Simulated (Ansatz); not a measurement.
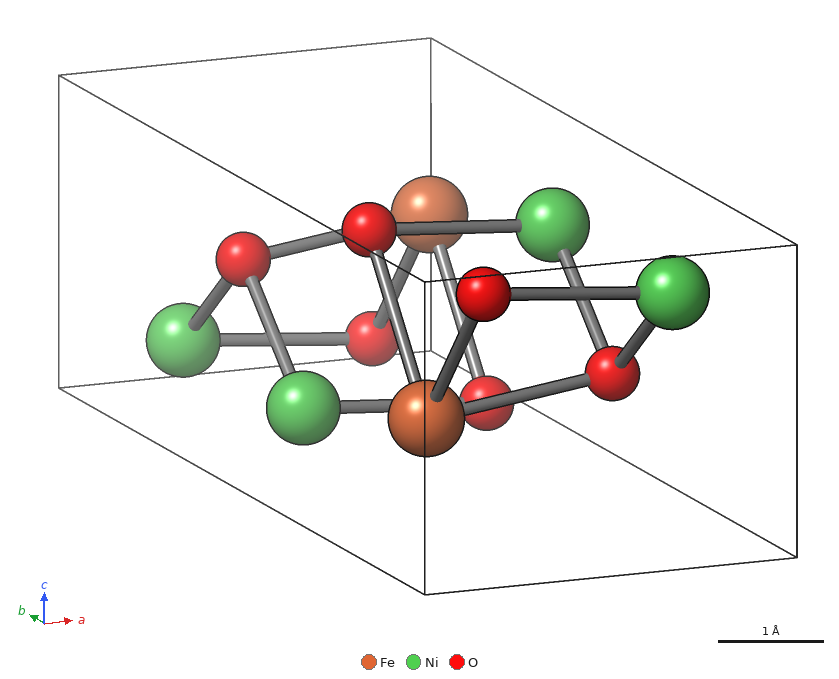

The crystal in a ball-and-stick representation, seen slightly off an axis. The frame is the simulation cell; atoms at its boundary are shown with their periodic copies.

```
CELL_PARAMETERS angstrom
3.84926 0.00000 0.00000
0.00000 8.99765 0.00000
0.00000 0.00000 3.06979
ATOMIC_POSITIONS crystal
Fe 0.25000 0.25000 0.36900
Fe 0.75000 0.75000 0.63100
Ni 0.75000 0.08600 0.82000
Ni 0.75000 0.41400 0.82000
Ni 0.25000 0.91400 0.18000
Ni 0.25000 0.58600 0.18000
O 0.75000 0.25000 0.45300
O 0.25000 0.75000 0.54700
O 0.25000 0.09400 0.86900
O 0.25000 0.40600 0.86900
O 0.75000 0.90600 0.13100
O 0.75000 0.59400 0.13100
```

Computational set-up: DFT, PAW plane waves, PBE+U in Ansatz, E_cut = 420 eV, 5×2×6 k-points, Fermi-Dirac smearing of 0.1 eV, U_eff = 2.98 eV on Fe d, U_eff = 4.21 eV on Ni d, U_eff = 5.33 eV on O p, collinear spins. The state is antiferromagnetic. The pressure of the cell is 46 GPa.

Question: What net charge does each kind of atom have (Bader)?

Answer: Fe +1.55 e; Ni +1.28 e; O -1.37 e.

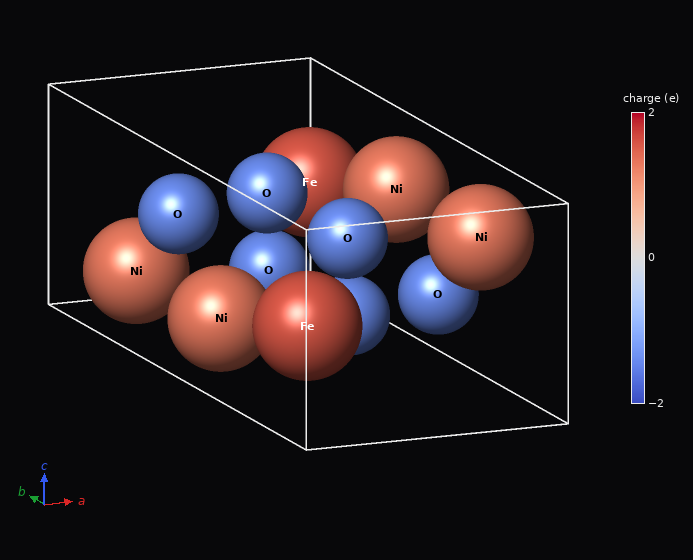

The atoms coloured by those charges.

The structure is a generated cell, made by putting these elements into a known structure type (the compound may or may not exist in this form); no relaxation was done. It was run through Ansatz as a DFT input.

At this level of theory the cell isn't at rest (compressed, at 46 GPa and forces up to 2.8 eV/Å), so its distances can differ from those at equilibrium, the more so the softer the solid, and its magnetic state may change on relaxation.
